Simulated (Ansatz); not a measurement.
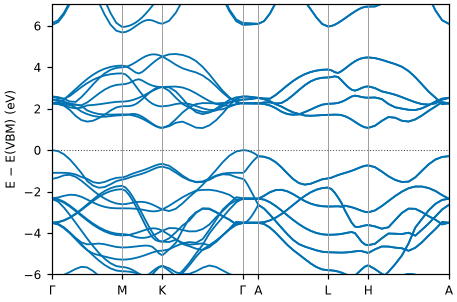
*Band structure from r²SCAN+D4 in the plane-wave PAW code Ansatz*

Q: Read off the gap and where the band edges lie.

A: About 1.1 eV (1.06 eV by a search for the band edges); maximum at Γ, minimum on the K–Γ line, 47 % of the way from K.

The material is MoS$_{2}$ in space group P6_3/mmc (No. 194; Mo on 2c, S on 4f).

The cell was relaxed with r²SCAN+D4 under the symmetry of its start; phonons on a q-mesh show no instability. The run is not spin-polarised. Spin–orbit coupling is left out wherever it is not named.

Potentials: the later of the program's two PAW sets.
